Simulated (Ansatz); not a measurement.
# N2O: single points with varied inputs

Aim: run N2O under a spread of inputs, and see what each costs and gives.

Computed with Ansatz 0.2.0, Gaussian basis. Level: the settings change from run to run.

## 1. The geometry

The structure was relaxed beforehand with PBE0-D4 in a triple-zeta def2 set.

SMILES `[N-]=[N+]=O`, 3 atoms, charge 0, spin multiplicity 1.

Atoms are counted from 1 here; the program's logs count them from 0.

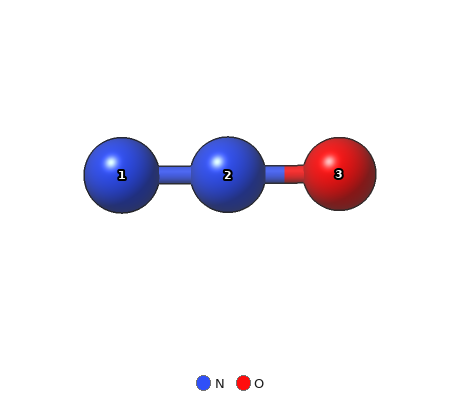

The geometry (nitrogen blue, oxygen red); atoms are numbered from 1 in the order of the file.

Coordinates:

```xyz
3

N     0.3359   -1.0839    0.0695
N     0.0056   -0.0179    0.0012
O    -0.3414    1.1018   -0.0707
```

## 2. wB97/def2-TZVPP

Set apart from the defaults: unrestricted orbitals, the search for lower states set to light.

Contents of in.yaml:

```yaml
crystal:
  periodic: [false, false, false]
  atoms:
    - {symbol: N, position_ang: [0.335872, -1.083924, 0.069494]}
    - {symbol: N, position_ang: [0.005562, -0.017904, 0.001154]}
    - {symbol: O, position_ang: [-0.341444, 1.101828, -0.070658]}
basis:
  gaussian: {orbitals: def2-TZVPP}
magnetization: {spin_polarized: true, initial_magnetization: 0}
hamiltonian: {xc: {name: wB97}}
scf: {lower_state_search: light}
```

Run with:

```bash
$ ansatz run in.yaml --threads 2 --pin off --events-out ev --progress --plain --max-ram 32768MiB --backend cpu
```

Log:

```text
Functional definition: wB97
  name "wB97"
  cite "Chai & Head-Gordon, J. Chem. Phys. 128, 084106 (2008) doi:10.1063/1.2834918"
  cite "Becke, J. Chem. Phys. 107, 8554 (1997) doi:10.1063/1.475007"
  parameter omega = 0.4/bohr
  parameter cx1 = 1.13116
  parameter cx2 = -2.74915
  parameter cx3 = 12.0900
  parameter cx4 = -5.71642
  parameter css1 = -2.55352
  parameter css2 = 11.8926
  parameter css3 = -26.9452
  parameter css4 = 17.0927
  parameter cos1 = 3.99051
  parameter cos2 = -17.0066
  parameter cos3 = 1.07292
  parameter cos4 = 8.88211
  # The coefficients of nought are those of the uniform gas.
  exchange = spin_sum(e_x_unif_sr(omega)*poly(b97_u_x, 1, cx1, cx2, cx3, cx4)) + exact_x_lr(omega)
  correlation = spin_sum(e_c_pw_same_spin*poly(b97_u_same, 1, css1, css2, css3, css4))
      + integral(e_c_pw_opposite_spin*poly(b97_u_opposite, 1, cos1, cos2, cos3, cos4))
461 factors; their error is unknown
117 factors; integrals over basis functions are off by at most 6.2e-5 eV
mean field evaluation 1: about -5024.1429 eV, gradient 2.6e1 eV
mean field evaluation 2: about -5023.6124 eV, gradient 3.1e1 eV
mean field evaluation 4: about -5026.2521 eV, gradient 2.0e0 eV
mean field evaluation 8: about -5026.2677 eV, gradient 1.8e-2 eV
mean field -5026.26768669 eV, -184.7119305593 hartree, gradient 1.3e-5 eV, S^2 0.000000; 0 other end points of the search recorded, 0 dependent functions left out
reference -5026.26768196 eV, -184.7119303853 hartree; 11, 11 occupied and 82, 82 virtual orbitals, 461 factors
Total energy: -5026.26768196 eV, -184.7119303853 hartree
```

It took 2.3 s on 2 threads of AMD EPYC 7R13, shared host.

⟨S²⟩ 0.000.

## 3. B3LYP5/def2-mTZVPP

Set apart from the defaults: unrestricted orbitals, relativity set to scalar, the search for lower states set to off.

Edit in.yaml of step 2 so:

```diff
@@ -7,5 +7,5 @@
 basis:
-  gaussian: {orbitals: def2-TZVPP}
+  gaussian: {orbitals: def2-mTZVPP}
 magnetization: {spin_polarized: true, initial_magnetization: 0}
-hamiltonian: {xc: {name: wB97}}
-scf: {lower_state_search: light}
+hamiltonian: {xc: {name: B3LYP5}, pseudopotentials: {relativity: scalar}}
+scf: {lower_state_search: off}
```

Launched as before.

Log (excerpt; [...] marks lines left out):

```text
Functional definition: B3LYP5
  name "B3LYP5"
  cite "Stephens, Devlin, Chabalowski & Frisch, J. Phys. Chem. 98, 11623 (1994) doi:10.1021/j100096a001"
  cite "Becke, Phys. Rev. A 38, 3098 (1988) doi:10.1103/PhysRevA.38.3098"
  cite "Lee, Yang & Parr, Phys. Rev. B 37, 785 (1988) doi:10.1103/PhysRevB.37.785"
  cite "Vosko, Wilk & Nusair, Can. J. Phys. 58, 1200 (1980) doi:10.1139/p80-159"
[...]
459 factors; their error is unknown
[...]
mean field -5027.49132832 eV, -184.7568985598 hartree, gradient 2.3e-6 eV, S^2 0.000000; 0 other end points of the search recorded, 0 dependent functions left out
reference -5027.49148780 eV, -184.7569044207 hartree; 11, 11 occupied and 61, 61 virtual orbitals, 459 factors
Total energy: -5027.49148780 eV, -184.7569044207 hartree
Relativity: scalar
Checks for a lower state left out: stability, starts, cluster_reference, orbital_swaps, neighbouring_geometries, increment
```

Run time: 0.65 s. Hardware: 2 threads of AMD EPYC 7R13, shared host.

⟨S²⟩ 0.000.

## 4. wB97X-V/def2-SVPD

This run has charge -1, multiplicity 2, a point charge of 0.50 e beside it, high accuracy, the search for lower states set to light.

Contents of in.yaml:

```yaml
crystal:
  periodic: [false, false, false]
  atoms:
    - {symbol: N, position_ang: [0.335872, -1.083924, 0.069494]}
    - {symbol: N, position_ang: [0.005562, -0.017904, 0.001154]}
    - {symbol: O, position_ang: [-0.341444, 1.101828, -0.070658]}
basis:
  gaussian: {orbitals: def2-SVPD, point_charges: [{charge: 0.50, position_ang: [4.534, -0.750, 0.770]}]}
total_charge: -1
magnetization: {spin_polarized: true, initial_magnetization: 1}
hamiltonian: {xc: {name: wB97X-V}}
accuracy: high
scf: {lower_state_search: light}
output: {forces: true}
```

Same command.

Log (excerpt; [...] marks lines left out):

```text
Functional definition: wB97X-V
  name "wB97X-V"
  cite "Mardirossian & Head-Gordon, Phys. Chem. Chem. Phys. 16, 9904 (2014) doi:10.1039/C3CP54374A"
  cite "Becke, J. Chem. Phys. 107, 8554 (1997) doi:10.1063/1.475007"
  cite "Vydrov & Van Voorhis, J. Chem. Phys. 133, 244103 (2010) doi:10.1063/1.3521275"
[...]
      + integral(e_c_pw_opposite_spin*poly(b97_u_opposite, cos0, cos1)) + vv10(b, c)
1169 factors; integrals over basis functions are off by at most 3.1e-9 eV
268 factors; integrals over basis functions are off by at most 1.5e-9 eV
[...]
mean field -5018.75892293 eV, -184.4359885807 hartree, gradient 2.4e-8 eV, S^2 0.753301; 4 other end points of the search recorded, 0 dependent functions left out
[...]
reference -5018.75892296 eV, -184.4359885818 hartree; 12, 11 occupied and 51, 52 virtual orbitals, 1169 factors
Total energy: -5018.75892296 eV, -184.4359885818 hartree
Atom 0 at     0.335872    -1.083924     0.069494 Å, force     4.075266    -8.824299     0.790679 eV/Å
Atom 1 at     0.005562    -0.017904     0.001154 Å, force    -2.817553     2.367009    -0.501227 eV/Å
Atom 2 at    -0.341444     1.101828    -0.070658 Å, force    -0.904507     6.445613    -0.230029 eV/Å
Dipole moment:    -0.245504     0.117529    -0.042602 e Å
```

It took 18 s on 2 threads of AMD EPYC 7R13, shared host; peak memory 0.34 GiB.

Largest force 9.752 eV/Å, ⟨S²⟩ 0.753.

## 5. r2SCANh/def2-SVP

This run has relativity set to scalar.

Contents of in.yaml:

```yaml
crystal:
  periodic: [false, false, false]
  atoms:
    - {symbol: N, position_ang: [0.335872, -1.083924, 0.069494]}
    - {symbol: N, position_ang: [0.005562, -0.017904, 0.001154]}
    - {symbol: O, position_ang: [-0.341444, 1.101828, -0.070658]}
basis:
  gaussian: {orbitals: def2-SVP}
hamiltonian: {xc: {name: r2SCANh}, pseudopotentials: {relativity: scalar}}
output: {forces: true}
```

Same command.

Log (excerpt; [...] marks lines left out):

```text
Functional definition: r2SCANh
  name "r2SCANh"
  cite "Bursch, Neugebauer, Ehlert & Grimme, J. Chem. Phys. 156, 134105 (2022) doi:10.1063/5.0086040"
  cite "Furness, Kaplan, Ning, Perdew & Sun, J. Phys. Chem. Lett. 11, 8208 (2020) doi:10.1021/acs.jpclett.0c02405"
  cite "Furness, Kaplan, Ning, Perdew & Sun, J. Phys. Chem. Lett. 11, 9248 (2020) doi:10.1021/acs.jpclett.0c03077"
  parent r2scan
[...]
412 factors; integrals over basis functions are off by at most 1.3e-3 eV
[...]
mean field -5021.06984211 eV, -184.5209132941 hartree, gradient 5.8e-5 eV, S^2 0.000000; 0 other end points of the search recorded, 0 dependent functions left out
[...]
reference -5021.06984438 eV, -184.5209133777 hartree; 11, 11 occupied and 31, 31 virtual orbitals, 412 factors
Total energy: -5021.06984438 eV, -184.5209133777 hartree
Relativity: scalar
Atom 0 at     0.335872    -1.083924     0.069494 Å, force     0.430186    -1.387759     0.089065 eV/Å
Atom 1 at     0.005562    -0.017904     0.001154 Å, force    -0.380983     1.228424    -0.078941 eV/Å
Atom 2 at    -0.341444     1.101828    -0.070658 Å, force    -0.049203     0.159335    -0.010124 eV/Å
Dipole moment:    -0.003413     0.011042    -0.000703 e Å
```

It took 0.7 s on 2 threads of AMD EPYC 7R13, shared host.

Largest force 1.456 eV/Å, dipole 0.06 D.

## 6. BLYP/def2-TZVPD

This run has unrestricted orbitals, D3(BJ) dispersion, the search for lower states set to light.

Edit in.yaml of step 5 so:

```diff
@@ -7,4 +7,6 @@
 basis:
-  gaussian: {orbitals: def2-SVP}
-hamiltonian: {xc: {name: r2SCANh}, pseudopotentials: {relativity: scalar}}
+  gaussian: {orbitals: def2-TZVPD}
+magnetization: {spin_polarized: true, initial_magnetization: 0}
+hamiltonian: {xc: {name: BLYP}, dispersion: d3bj}
+scf: {lower_state_search: light}
 output: {forces: true}
```

Same command.

Log (excerpt; [...] marks lines left out):

```text
Functional definition: BLYP
  name "BLYP"
  cite "Becke, Phys. Rev. A 38, 3098 (1988) doi:10.1103/PhysRevA.38.3098"
  cite "Lee, Yang & Parr, Phys. Rev. B 37, 785 (1988) doi:10.1103/PhysRevB.37.785"
[...]
542 factors; their error is unknown
[...]
mean field -5026.94066612 eV, -184.7366620970 hartree, gradient 3.1e-5 eV, S^2 0.000000; 0 other end points of the search recorded, 0 dependent functions left out
[...]
reference -5026.94091805 eV, -184.7366713556 hartree; 11, 11 occupied and 103, 103 virtual orbitals, 542 factors
Total energy: -5027.00137312 eV, -184.7388930383 hartree
Atom 0 at     0.335872    -1.083924     0.069494 Å, force     0.740866    -2.390448     0.153341 eV/Å
Atom 1 at     0.005562    -0.017904     0.001154 Å, force    -0.176946     0.570227    -0.036696 eV/Å
Atom 2 at    -0.341444     1.101828    -0.070658 Å, force    -0.563920     1.820221    -0.116646 eV/Å
Dipole moment:    -0.007989     0.025799    -0.001651 e Å
```

Run time: 1.6 s. Hardware: 2 threads of AMD EPYC 7R13, shared host.

Largest force 2.507 eV/Å, dipole 0.13 D, ⟨S²⟩ 0.000.

## 7. r2SCAN50/def2-SVP

Set apart from the defaults: multiplicity 3, density fitting with cc-pVTZ-jkfit, a grid of angular degree 23, the search for lower states set to off.

Contents of in.yaml:

```yaml
crystal:
  periodic: [false, false, false]
  atoms:
    - {symbol: N, position_ang: [0.335872, -1.083924, 0.069494]}
    - {symbol: N, position_ang: [0.005562, -0.017904, 0.001154]}
    - {symbol: O, position_ang: [-0.341444, 1.101828, -0.070658]}
basis:
  gaussian: {orbitals: def2-SVP, fitting: {mean_field: cc-pVTZ-jkfit}, final_grid: {core_spheres: 8, valence_spheres: 7, degree: 23}}
magnetization: {spin_polarized: true, initial_magnetization: 2}
hamiltonian: {xc: {name: r2SCAN50}}
scf: {lower_state_search: off}
```

Launched as before.

Log (excerpt; [...] marks lines left out):

```text
Functional definition: r2SCAN50
  name "r2SCAN50"
  cite "Bursch, Neugebauer, Ehlert & Grimme, J. Chem. Phys. 156, 134105 (2022) doi:10.1063/5.0086040"
  cite "Furness, Kaplan, Ning, Perdew & Sun, J. Phys. Chem. Lett. 11, 8208 (2020) doi:10.1021/acs.jpclett.0c02405"
  cite "Furness, Kaplan, Ning, Perdew & Sun, J. Phys. Chem. Lett. 11, 9248 (2020) doi:10.1021/acs.jpclett.0c03077"
  parent r2scan
[...]
237 factors; integrals over basis functions are off by at most 1.5e-1 eV
[...]
mean field -5011.04430165 eV, -184.1524814777 hartree, gradient 2.7e-6 eV, S^2 2.011271; 0 other end points of the search recorded, 0 dependent functions left out
reference -5011.04430392 eV, -184.1524815614 hartree; 12, 10 occupied and 30, 32 virtual orbitals, 237 factors
Total energy: -5011.04430392 eV, -184.1524815614 hartree
Checks for a lower state left out: stability, starts, cluster_reference, orbital_swaps, neighbouring_geometries, increment
```

Wall time 1.4 s (2 threads of AMD EPYC 7R13, shared host).

⟨S²⟩ 2.011.

## 8. r2SCAN/6-31G*

Set apart from the defaults: rVV10 dispersion.

Contents of in.yaml:

```yaml
crystal:
  periodic: [false, false, false]
  atoms:
    - {symbol: N, position_ang: [0.335872, -1.083924, 0.069494]}
    - {symbol: N, position_ang: [0.005562, -0.017904, 0.001154]}
    - {symbol: O, position_ang: [-0.341444, 1.101828, -0.070658]}
basis:
  gaussian: {orbitals: "6-31G*"}
hamiltonian: {xc: {name: r2SCAN}, dispersion: rvv10}
output: {forces: true}
```

Launched as before.

Log (excerpt; [...] marks lines left out):

```text
Functional definition: r2SCAN+rVV10
  name "r2SCAN+rVV10"
  cite "Furness, Kaplan, Ning, Perdew & Sun, J. Phys. Chem. Lett. 11, 8208 (2020) doi:10.1021/acs.jpclett.0c02405"
  cite "Furness, Kaplan, Ning, Perdew & Sun, J. Phys. Chem. Lett. 11, 9248 (2020) doi:10.1021/acs.jpclett.0c03077"
  cite "Vydrov & Van Voorhis, J. Chem. Phys. 133, 244103 (2010) doi:10.1063/1.3521275"
  cite "Sabatini, Gorni & de Gironcoli, Phys. Rev. B 87, 041108(R) (2013) doi:10.1103/PhysRevB.87.041108"
  cite "Ning et al., Phys. Rev. B 106, 075422 (2022) doi:10.1103/PhysRevB.106.075422"
  parent "r2scan"
[...]
487 factors; their error is unknown
[...]
mean field -5021.60131767 eV, -184.5404446607 hartree, gradient 2.4e-6 eV, S^2 0.000000; 0 other end points of the search recorded, 0 dependent functions left out
[...]
reference -5021.60132009 eV, -184.5404447498 hartree; 11, 11 occupied and 34, 34 virtual orbitals, 487 factors
Total energy: -5021.60132009 eV, -184.5404447498 hartree
Atom 0 at     0.335872    -1.083924     0.069494 Å, force     0.858208    -2.769108     0.177624 eV/Å
Atom 1 at     0.005562    -0.017904     0.001154 Å, force    -0.420607     1.356453    -0.087123 eV/Å
Atom 2 at    -0.341444     1.101828    -0.070658 Å, force    -0.437602     1.412655    -0.090500 eV/Å
Dipole moment:    -0.009359     0.030227    -0.001934 e Å
```

It took 0.91 s on 2 threads of AMD EPYC 7R13, shared host.

Largest force 2.904 eV/Å, dipole 0.15 D.

## 9. B97/x2c-TZVPPall

Options: relativity set to scalar.

Edit in.yaml of step 8 so:

```diff
@@ -7,4 +7,4 @@
 basis:
-  gaussian: {orbitals: "6-31G*"}
-hamiltonian: {xc: {name: r2SCAN}, dispersion: rvv10}
+  gaussian: {orbitals: x2c-TZVPPall}
+hamiltonian: {xc: {name: B97}, pseudopotentials: {relativity: scalar}}
 output: {forces: true}
```

Launched as before.

Log (excerpt; [...] marks lines left out):

```text
Functional definition: B97
  name "B97"
  cite "Becke, J. Chem. Phys. 107, 8554 (1997) doi:10.1063/1.475007"
[...]
      + integral(e_c_pw_opposite_spin*poly(b97_u_opposite, cos0, cos1, cos2))
461 factors; their error is unknown
[...]
mean field -5028.49954501 eV, -184.7939498397 hartree, gradient 7.2e-6 eV, S^2 0.000000; 0 other end points of the search recorded, 0 dependent functions left out
[...]
reference -5028.49955640 eV, -184.7939502582 hartree; 11, 11 occupied and 82, 82 virtual orbitals, 461 factors
Total energy: -5028.49955640 eV, -184.7939502582 hartree
Relativity: scalar
Atom 0 at     0.335872    -1.083924     0.069494 Å, force     0.258960    -0.835153     0.053639 eV/Å
Atom 1 at     0.005562    -0.017904     0.001154 Å, force    -0.018176     0.057614    -0.003868 eV/Å
Atom 2 at    -0.341444     1.101828    -0.070658 Å, force    -0.240784     0.777539    -0.049771 eV/Å
Dipole moment:    -0.000875     0.002843    -0.000179 e Å
```

Run time: 1.6 s. Hardware: 2 threads of AMD EPYC 7R13, shared host.

Largest force 0.876 eV/Å, dipole 0.01 D.

## 10. RPA/cc-pVDZ

This run has charge -1, multiplicity 2, restricted open-shell orbitals, coordinates scaled by 0.96.

Contents of in.yaml:

```yaml
crystal:
  periodic: [false, false, false]
  atoms:
    - {symbol: N, position_ang: [0.322437, -1.040567, 0.066714]}
    - {symbol: N, position_ang: [0.005339, -0.017188, 0.001108]}
    - {symbol: O, position_ang: [-0.327786, 1.057755, -0.067832]}
basis:
  gaussian: {orbitals: cc-pVDZ}
total_charge: -1
magnetization: {spin_polarized: false, initial_magnetization: 1}
hamiltonian: {xc: {name: r2SCAN}}
correlation: {method: rpa}
```

Launched as before.

Log (excerpt; [...] marks lines left out):

```text
Functional definition: r2SCAN
  name "r2SCAN"
  cite "Furness, Kaplan, Ning, Perdew & Sun, J. Phys. Chem. Lett. 11, 8208 (2020) doi:10.1021/acs.jpclett.0c02405"
  cite "Furness, Kaplan, Ning, Perdew & Sun, J. Phys. Chem. Lett. 11, 9248 (2020) doi:10.1021/acs.jpclett.0c03077"
  parent r2scan
[...]
403 factors; integrals over basis functions are off by at most 1.1e-3 eV
[...]
mean field -5018.18703609 eV, -184.4149721270 hartree, gradient 1.4e-10 eV, S^2 0.750000; 7 other end points of the search recorded, 0 dependent functions left out
[...]
3 core orbitals not correlated: weight in the atoms' cores, before any rotation towards them, 1.000 or more for the frozen orbitals, at most 0.000 for the correlated occupied ones
reference -4993.62143785 eV, -183.5122030427 hartree; 9, 8 occupied and 30, 31 virtual orbitals, 403 factors
Total energy: -5011.73067729 eV, -184.1777053175 hartree
```

Wall time 9.5 s (2 threads of AMD EPYC 7R13, shared host).

## 11. The runs in one table

```tsv
level	charge	multiplicity	geometry	functions	energy (eV)	time
wB97/def2-TZVPP	0	1	relaxed	93	-5026.268	2.3 s
B3LYP5/def2-mTZVPP	0	1	relaxed	72	-5027.491	0.65 s
wB97X-V/def2-SVPD	-1	2	relaxed, point charge	63	-5018.759	18 s
r2SCANh/def2-SVP	0	1	relaxed	42	-5021.070	0.7 s
BLYP/def2-TZVPD	0	1	relaxed	114	-5027.001	1.6 s
r2SCAN50/def2-SVP	0	3	relaxed	42	-5011.044	1.4 s
r2SCAN/6-31G*	0	1	relaxed	45	-5021.601	0.91 s
B97/x2c-TZVPPall	0	1	relaxed	93	-5028.500	1.6 s
RPA/cc-pVDZ	-1	2	scaled	42	-5011.731	9.5 s
```

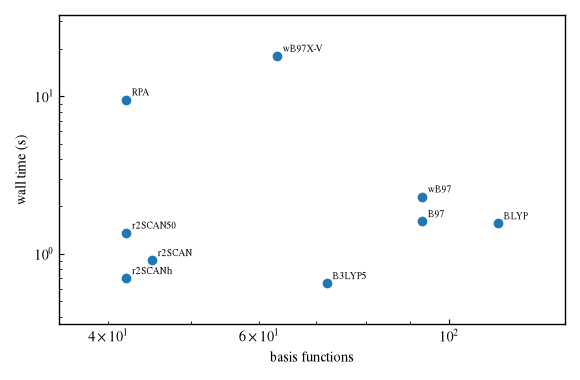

Wall time against the number of basis functions (shared host).

## 12. What came out

```
                                         quantity                       value
                                             runs                           9
                                         quickest  B3LYP5/def2-mTZVPP, 0.65 s
                                          slowest     wB97X-V/def2-SVPD, 18 s
spread of total energies, same state and geometry                      7.4 eV
                  dipole, same state and geometry              0.01 to 0.15 D
```

**Reading.** Run time spans a factor of 28, from B3LYP5/def2-mTZVPP to wB97X-V/def2-SVPD. The jobs differ in tasks and options as well as level. Total energies at one charge and spin differ by 7 eV between levels, so only differences within one level mean anything. At the PBE0-D4/def2-TZVP geometry and in the same state, runs without warnings or point charges leave forces up to 2.90 eV/Å (r2SCAN/6-31G*).
